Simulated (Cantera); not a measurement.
Feed: 1 mol C2H2, 1.2 mol NH3, 11 mol N2, 0.84 mol H2O, at 1473.15 K.

Method: chemical equilibrium by Gibbs-energy minimisation in Cantera with the NASA 1993 tables (ideal gas, pure condensed phases). Candidate condensed phases: C, C6H6, C7H8, C8H18, H2O; 136 gas species. The ideal-gas law is rough above about 30 bar. Equilibrium is a limit: real reactors are often held back by kinetics, nucleation or transport.

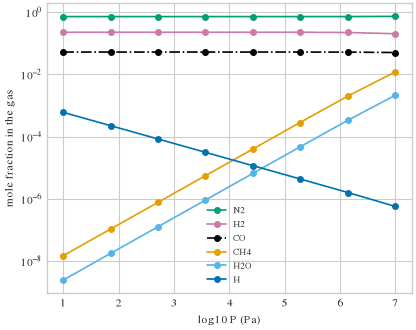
Figure: Equilibrium gas composition (values under 1e-9 drawn at 1e-9)

Read off the mole fractions at 14.0 bar.

N2 about 0.72, H2 about 0.22, CO about 0.052, CH4 about 0.0020, H2O about 0.00034, H about 1.6e-6.
